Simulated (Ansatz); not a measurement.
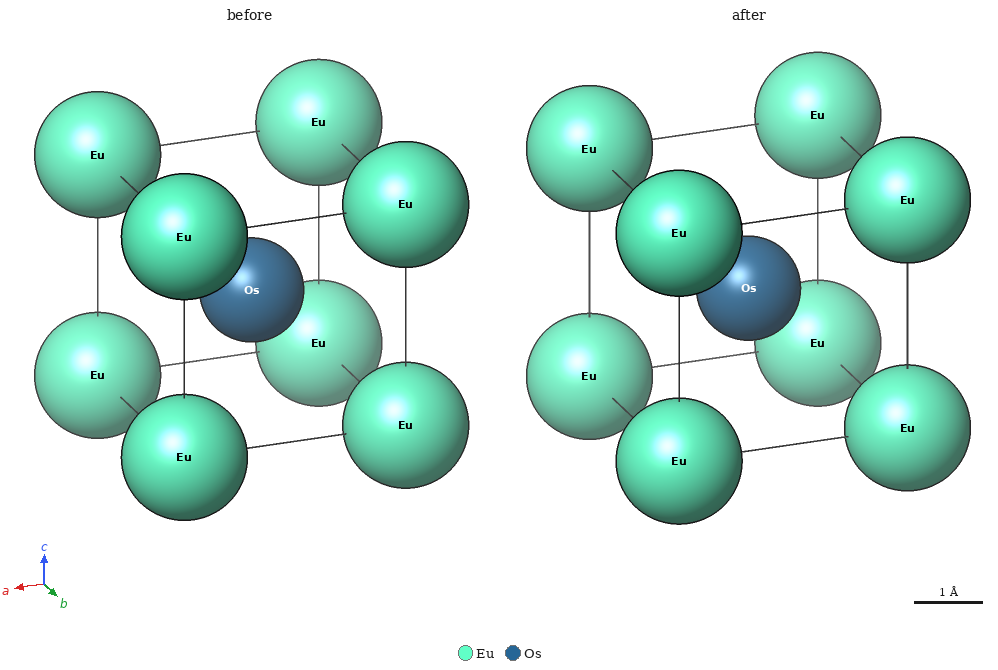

Left: solid EuOs (built on the CsCl type). Right: the same structure after one change, at the same scale. A spheres-only model of the cell of the calculation, seen from a free direction.

Level of theory: DFT PBE+U, scalar-relativistic, plane waves, PAW (Ansatz 0.2.0). Settings: plane-wave cutoff 420 eV; k-point mesh 8 × 8 × 8; occupations gaussian; smearing width 0.05 eV; U Eu 6.0 eV; collinear spin.

> Which change leads from the left to the right?

All lengths are scaled by +3.2 % (volume +10.0 %), the atoms keeping their fractional coordinates. No relaxation follows.

> What does the change do?

The energy rises by 43.5 meV per atom. The pressure goes from 0.0 to −5.8 GPa. All forces vanish by symmetry. The absolute magnetisation per cell goes from 8.00 to 8.20 μB (net moment 5.81 and 5.71 μB). Some distances before and after: Eu–Os 3.050 → 3.149 Å. The space group stays Pm-3m (No. 221).
